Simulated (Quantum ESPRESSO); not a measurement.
# Magnetic state of two Fe on Si sites of Si, 2.35 Å apart from several starts, part 2 of 2

Aim: find out which collinear order of two Fe on Si sites of Si, 2.35 Å apart costs least.

Quantum ESPRESSO 7.5; PBE with U = 4.5 eV on Fe d (ortho-atomic projectors); plane waves with GBRV 1.5 PBE potentials, no spin-orbit coupling.

So far, absolute magnetization (μB): step 2 (run 1 (ferro ++)) 6.88.

## (3) Run 2, typed as antiferro +−

Contents of pw.in:

```
&CONTROL
  calculation = 'scf'
  prefix = 'pwscf'
  outdir = './tmp'
  pseudo_dir = './pseudo'
  disk_io = 'nowf'
/
&SYSTEM
  ibrav = 0
  celldm(1) = 8
  nat = 16
  ntyp = 3
  ecutwfc = 40
  ecutrho = 280
  nbnd = 61
  occupations = 'smearing'
  smearing = 'fd'
  degauss = 0.00367493
  nspin = 2
  starting_magnetization(1) = 0.2188
  starting_magnetization(2) = -0.2188
  starting_magnetization(3) = 0
/
&ELECTRONS
  conv_thr = 3.2d-08
  electron_maxstep = 150
  mixing_beta = 0.3
/
ATOMIC_SPECIES
Fe1    55.8450 fe_pbe_v1.5.uspp.F.UPF
Fe2    55.8450 fe_pbe_v1.5.uspp.F.UPF
Si     28.0850 si_pbe_v1.uspp.F.UPF
CELL_PARAMETERS alat
   0.0000000000000    1.2828878228553    1.2828878228553
   1.2828878228553    0.0000000000000    1.2828878228553
   1.2828878228553    1.2828878228553    0.0000000000000
ATOMIC_POSITIONS crystal
Fe1     0.0000000000    0.0000000000    0.0000000000
Fe2     0.1250000000    0.1250000000    0.1250000000
Si      0.0000000000    0.0000000000    0.5000000000
Si      0.1250000000    0.1250000000    0.6250000000
Si      0.0000000000    0.5000000000    0.0000000000
Si      0.1250000000    0.6250000000    0.1250000000
Si      0.0000000000    0.5000000000    0.5000000000
Si      0.1250000000    0.6250000000    0.6250000000
Si      0.5000000000    0.0000000000    0.0000000000
Si      0.6250000000    0.1250000000    0.1250000000
Si      0.5000000000    0.0000000000    0.5000000000
Si      0.6250000000    0.1250000000    0.6250000000
Si      0.5000000000    0.5000000000    0.0000000000
Si      0.6250000000    0.6250000000    0.1250000000
Si      0.5000000000    0.5000000000    0.5000000000
Si      0.6250000000    0.6250000000    0.6250000000
K_POINTS automatic
4 4 4 0 0 0
HUBBARD {ortho-atomic}
U Fe1-3d 4.5000
U Fe2-3d 4.5000
```

Run with:

```console
> OMP_NUM_THREADS=1 mpirun -n 4 pw.x -nk 4 -in pw.in > pw.out
```

The program printed:

```text
[banner, memory and clock lines left out]
Program PWSCF v.7.5 starts

     Message from routine setup:
     using ibrav=0 with symmetry is DISCOURAGED, use correct ibrav instead

     bravais-lattice index     =            0
     lattice parameter (alat)  =       8.0000  a.u.
     unit-cell volume          =    2162.0514 (a.u.)^3
     number of atoms/cell      =           16
     number of atomic types    =            3
     number of electrons       =        88.00
     number of Kohn-Sham states=           61
     kinetic-energy cutoff     =      40.0000  Ry
     charge density cutoff     =     280.0000  Ry
     scf convergence threshold =      3.2E-08
     mixing beta               =       0.3000
     number of iterations used =            8  plain     mixing
     Exchange-correlation= SLA  PW   PBE  PBE
                           (   1   4   3   4   0   0   0)
     Hubbard projectors: ortho-atomic
     Hubbard parameters of DFT+U (Dudarev formulation) in eV:
     U(Fe1-3d) =  4.5000
     U(Fe2-3d) =  4.5000

     Internal variables: lda_plus_u =T, lda_plus_u_kind = 0

     Internal variables: orbital_resolved =F, hub_pot_fix =F, apply_U = F

     celldm(1)=   8.000000  celldm(2)=   0.000000  celldm(3)=   0.000000
     celldm(4)=   0.000000  celldm(5)=   0.000000  celldm(6)=   0.000000

     crystal axes: (cart. coord. in units of alat)
               a(1) = (   0.000000   1.282888   1.282888 )
               a(2) = (   1.282888   0.000000   1.282888 )
               a(3) = (   1.282888   1.282888   0.000000 )

     reciprocal axes: (cart. coord. in units 2 pi/alat)
               b(1) = ( -0.389746  0.389746  0.389746 )
               b(2) = (  0.389746 -0.389746  0.389746 )
               b(3) = (  0.389746  0.389746 -0.389746 )

     PseudoPot. # 1 for Fe read from file:
     fe_pbe_v1.5.uspp.F.UPF
     Pseudo is Ultrasoft + core correction, Zval = 16.0

     PseudoPot. # 2 for Fe read from file:
     fe_pbe_v1.5.uspp.F.UPF
     Pseudo is Ultrasoft + core correction, Zval = 16.0

     PseudoPot. # 3 for Si read from file:
     si_pbe_v1.uspp.F.UPF
     Pseudo is Ultrasoft + core correction, Zval =  4.0

     atomic species   valence    mass     pseudopotential
     Fe1              16.00    55.84500     Fe( 1.00)
     Fe2              16.00    55.84500     Fe( 1.00)
     Si                4.00    28.08500     Si( 1.00)

     Starting magnetic structure
     atomic species   magnetization
     Fe1             0.219
     Fe2            -0.219
     Si              0.000

      6 Sym. Ops. (no inversion) found

   Cartesian axes

     site n.     atom                  positions (alat units)
         1        Fe1    tau(   1) = (   0.0000000   0.0000000   0.0000000  )
         2        Fe2    tau(   2) = (   0.3207220   0.3207220   0.3207220  )
         3        Si     tau(   3) = (   0.6414439   0.6414439   0.0000000  )
         4        Si     tau(   4) = (   0.9621659   0.9621659   0.3207220  )
         5        Si     tau(   5) = (   0.6414439   0.0000000   0.6414439  )
         6        Si     tau(   6) = (   0.9621659   0.3207220   0.9621659  )
         7        Si     tau(   7) = (   1.2828878   0.6414439   0.6414439  )
         8        Si     tau(   8) = (   1.6036098   0.9621659   0.9621659  )
         9        Si     tau(   9) = (   0.0000000   0.6414439   0.6414439  )
        10        Si     tau(  10) = (   0.3207220   0.9621659   0.9621659  )
        11        Si     tau(  11) = (   0.6414439   1.2828878   0.6414439  )
        12        Si     tau(  12) = (   0.9621659   1.6036098   0.9621659  )
        13        Si     tau(  13) = (   0.6414439   0.6414439   1.2828878  )
        14        Si     tau(  14) = (   0.9621659   0.9621659   1.6036098  )
        15        Si     tau(  15) = (   1.2828878   1.2828878   1.2828878  )
        16        Si     tau(  16) = (   1.6036098   1.6036098   1.6036098  )

     number of k points=    13  Fermi-Dirac smearing, width (Ry)=  0.0037
                       cart. coord. in units 2pi/alat
        k(    1) = (   0.0000000   0.0000000   0.0000000), wk =   0.0156250
        k(    2) = (   0.0974364   0.0974364  -0.0974364), wk =   0.0937500
        k(    3) = (  -0.1948728  -0.1948728   0.1948728), wk =   0.0468750
        k(    4) = (   0.1948728   0.0000000   0.0000000), wk =   0.0937500
        k(    5) = (  -0.0974364  -0.2923093   0.2923093), wk =   0.1875000
        [... 8 further k-points ...]

     Dense  grid:   171471 G-vectors     FFT dimensions: (  80,  80,  80)

     Smooth grid:    74129 G-vectors     FFT dimensions: (  60,  60,  60)

     Check: negative core charge=   -0.000008
     Generating pointlists ...
     new r_m :   0.2291 (alat units)  1.8332 (a.u.) for type    1
     new r_m :   0.2291 (alat units)  1.8332 (a.u.) for type    2
     new r_m :   0.2291 (alat units)  1.8332 (a.u.) for type    3

     Initial potential from superposition of free atoms

     starting charge      85.9906, renormalised to      88.0000

     STARTING HUBBARD OCCUPATIONS:

     =================== HUBBARD OCCUPATIONS ===================
     ------------------------ ATOM    1 ------------------------
     Tr[ns(  1)] (up, down, total) =   5.00000  0.00000  5.00000
     Atomic magnetic moment for atom   1 =   5.00000
     [... lines left out ...]
     ------------------------ ATOM    2 ------------------------
     Tr[ns(  2)] (up, down, total) =   0.00000  5.00000  5.00000
     Atomic magnetic moment for atom   2 =  -5.00000
     [... lines left out ...]
     Number of occupied Hubbard levels =   10.0000

     Atomic wfc used for Hubbard projectors are orthogonalized

     Starting wfcs are   82 randomized atomic wfcs

     Self-consistent Calculation

     iteration #  1     ecut=    40.00 Ry     beta= 0.30
     Davidson diagonalization with overlap
     ethr =  1.00E-02,  avg # of iterations =  3.7

     =================== HUBBARD OCCUPATIONS ===================
     ------------------------ ATOM    1 ------------------------
     Tr[ns(  1)] (up, down, total) =   4.89939  3.78406  8.68345
     Atomic magnetic moment for atom   1 =   1.11533
     [... lines left out ...]
     ------------------------ ATOM    2 ------------------------
     Tr[ns(  2)] (up, down, total) =   3.78403  4.89939  8.68342
     Atomic magnetic moment for atom   2 =  -1.11536
     [... lines left out ...]
     Number of occupied Hubbard levels =   17.3669

     total energy              =    -629.04156863 Ry
     estimated scf accuracy    <      14.22047472 Ry

     total magnetization       =    -0.00 Bohr mag/cell
     absolute magnetization    =     2.97 Bohr mag/cell

     iteration #  2     ecut=    40.00 Ry     beta= 0.30
     Davidson diagonalization with overlap
     ethr =  1.00E-02,  avg # of iterations =  3.5

     total energy              =    -628.71851577 Ry
     estimated scf accuracy    <      82.53566033 Ry

     total magnetization       =    -0.01 Bohr mag/cell
     absolute magnetization    =     0.35 Bohr mag/cell

     [... further iterations left out ...]

     iteration # 62     ecut=    40.00 Ry     beta= 0.30
     Davidson diagonalization with overlap
     ethr =  2.75E-10,  avg # of iterations =  6.3

     total energy              =    -634.31813261 Ry
     estimated scf accuracy    <       0.00000007 Ry

     total magnetization       =    -0.04 Bohr mag/cell
     absolute magnetization    =     6.65 Bohr mag/cell

     iteration # 63     ecut=    40.00 Ry     beta= 0.30
     Davidson diagonalization with overlap
     ethr =  7.44E-11,  avg # of iterations =  6.2

     Magnetic moment per site  (integrated on atomic sphere of radius R)
     atom   1 (R=0.229)  charge= 14.1478  magn=  2.6030
     atom   2 (R=0.229)  charge= 14.1421  magn= -2.6420
     atom   3 (R=0.229)  charge=  1.8136  magn=  0.0767
     atom   4 (R=0.229)  charge=  1.8127  magn= -0.0765
     atom   5 (R=0.229)  charge=  1.8136  magn=  0.0767
     atom   6 (R=0.229)  charge=  1.8127  magn= -0.0765
     atom   7 (R=0.229)  charge=  1.8190  magn= -0.0024
     atom   8 (R=0.229)  charge=  1.8188  magn=  0.0023
     atom   9 (R=0.229)  charge=  1.8136  magn=  0.0767
     atom  10 (R=0.229)  charge=  1.8127  magn= -0.0765
     atom  11 (R=0.229)  charge=  1.8190  magn= -0.0024
     atom  12 (R=0.229)  charge=  1.8188  magn=  0.0023
     atom  13 (R=0.229)  charge=  1.8190  magn= -0.0024
     atom  14 (R=0.229)  charge=  1.8188  magn=  0.0023
     atom  15 (R=0.229)  charge=  1.8237  magn= -0.0006
     atom  16 (R=0.229)  charge=  1.8236  magn=  0.0012

     End of self-consistent calculation

     =================== HUBBARD OCCUPATIONS ===================
     ------------------------ ATOM    1 ------------------------
     Tr[ns(  1)] (up, down, total) =   4.66028  1.85465  6.51493
     Atomic magnetic moment for atom   1 =   2.80563
     [... lines left out ...]
     ------------------------ ATOM    2 ------------------------
     Tr[ns(  2)] (up, down, total) =   1.82823  4.67415  6.50238
     Atomic magnetic moment for atom   2 =  -2.84592
     [... lines left out ...]
     Number of occupied Hubbard levels =   13.0173

     [... lines left out ...]
     the Fermi energy is     6.1573 ev

!    total energy              =    -634.31813728 Ry
     estimated scf accuracy    <       0.00000002 Ry
     smearing contrib. (-TS)   =      -0.00281579 Ry
     internal energy E=F+TS    =    -634.31532149 Ry

     The total energy is F=E-TS. E is the sum of the following terms:
     one-electron contribution =    -509.51037062 Ry
     hartree contribution      =     287.04525991 Ry
     xc contribution           =    -118.73058565 Ry
     ewald contribution        =    -293.39736854 Ry
     Hubbard energy            =       0.27774340 Ry

     total magnetization       =    -0.04 Bohr mag/cell
     absolute magnetization    =     6.65 Bohr mag/cell

     convergence has been achieved in  63 iterations
```

Wall time 27 min (4 MPI ranks of Intel Xeon at 2.50GHz (Skylake/Cascade Lake), shared host); peak memory 1.6 GiB; 1.8 h of CPU time.

Spin moment in the atom's sphere by atom:

| atom | spin moment in the atom's sphere (μB) |
| --- | --- |
| Fe1 | 2.60 |
| Fe2 | -2.64 |
| Si3 | 0.08 |
| Si4 | -0.08 |
| Si5 | 0.08 |
| Si6 | -0.08 |
| Si7 | 0.00 |
| Si8 | 0.00 |
| Si9 | 0.08 |
| Si10 | -0.08 |
| Si11 | 0.00 |
| Si12 | 0.00 |
| Si13 | 0.00 |
| Si14 | 0.00 |
| Si15 | 0.00 |
| Si16 | 0.00 |

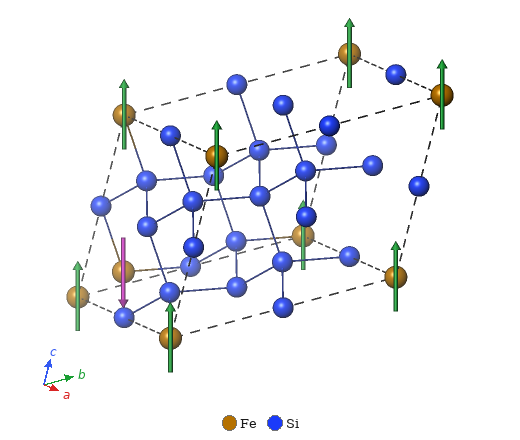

Spin moment in the atom's sphere as arrows, the longest 2.64 μB. Up and down stand for the sign. Arrows give size and sign along the axis of quantisation, drawn up and down the page. The two directions have two colours. Bonds to atoms that aren't drawn are left out. Some periodic images of atoms are drawn too.

This step gave:

```
smearing term TS       : 0.03831 eV
magnetization          : -0.037 μB
absolute magnetization : 6.653 μB
final state            : antiferromagnetic
```

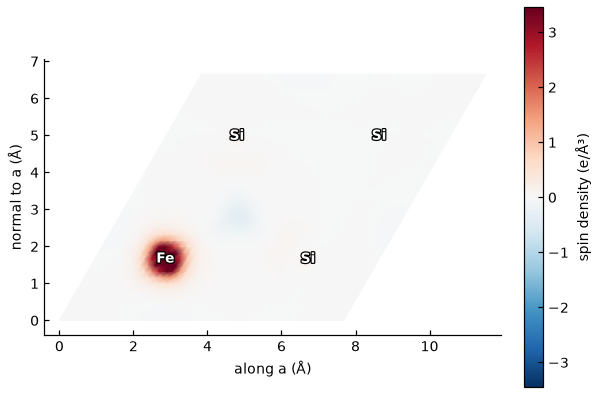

Spin density in the ac plane at fractional y = 0.000, with atoms of Fe and Si within 0.2 Å of it. The map starts off the cell's origin, so that atoms lie inside it.

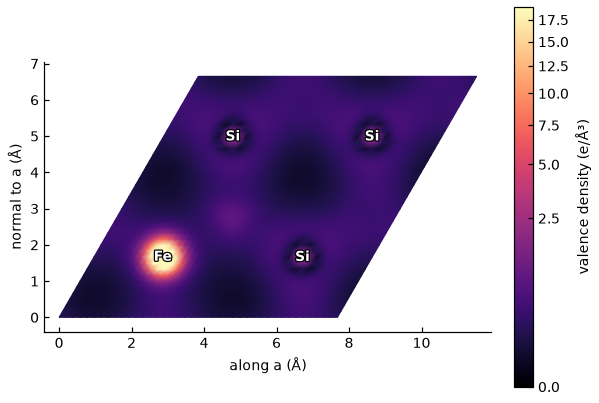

Valence density in the ac plane at fractional y = 0.000, with atoms of Fe and Si within 0.2 Å of it. It is the smooth field of the valence electrons, not physical close to the nuclei. The map starts off the cell's origin, so that atoms lie inside it. The colour scale is stretched toward low values.

## (4) Energies of the orders

An order is kept where moments of 0.15 μB or more survive with the typed signs; meshes match where a doubled cell samples the same k points as the first cell.

Orders:

| start | final state | typed order kept | energy over the lowest (meV a seeded atom) | largest site moment (μB) | net moment (μB a cell of the first run) | mesh matched | CPU time (s) |
| --- | --- | --- | --- | --- | --- | --- | --- |
| ferro ++ | ferromagnetic | yes | 0 | 2.939 | 6.221 | yes | 2884 |
| antiferro +- | antiferromagnetic | yes | 259.9 | 2.642 | 0.03736 | yes | 6398 |

## (5) Fillings of the first corrected shells

| start | type | spin | occupation numbers |
| --- | --- | --- | --- |
| ferro ++ | Fe | up | 0.933 0.933 0.955 0.970 0.970 |
| ferro ++ | Fe | down | 0.026 0.026 0.457 0.562 0.562 |
| ferro ++ | Fe | up | 0.933 0.933 0.955 0.970 0.970 |
| ferro ++ | Fe | down | 0.026 0.026 0.458 0.561 0.561 |
| antiferro +- | Fe1 | up | 0.910 0.910 0.937 0.952 0.952 |
| antiferro +- | Fe1 | down | 0.042 0.094 0.094 0.812 0.812 |
| antiferro +- | Fe2 | up | 0.042 0.098 0.098 0.795 0.795 |
| antiferro +- | Fe2 | down | 0.915 0.915 0.938 0.954 0.954 |

## (6) Summary of results

```json
{
  "moments, largest by run": "2.94, 2.64 μB",
  "spread of the energies of the runs with moments": "260 meV a seeded atom"
}
```

Under a U these runs seem to end in unlike orbital states: the fillings of their corrected shells differ, or their energies lie too far apart for exchange alone. The differences are then no exchange energies, and the ranking says little of the magnetic order. Seeding all runs from one set of occupation matrices is the usual remedy. Degenerate orbitals of a corrected shell are partly filled. Whether a state of lower symmetry lies under this one was not tested; under a U it often does. The cell was built by rule and the atoms were not relaxed, which can move these energies.

[Logs and program files are shortened in this print: banners, set-up blocks, solver, clock and traceback lines can be left out without a mark of their own.]

[Logs are printed without paths, hosts, clocks, repeated set-up lines and the standing remarks that a program may print on its own settings, such as how far it seeks lower states.]

[Hosts, paths, dates, database ids (printed as entryN), source tags and the programs' standing remarks are cut or masked in the printed files.]

[Where a cell is said to come from a database of computed structures, the database is the Materials Project.]
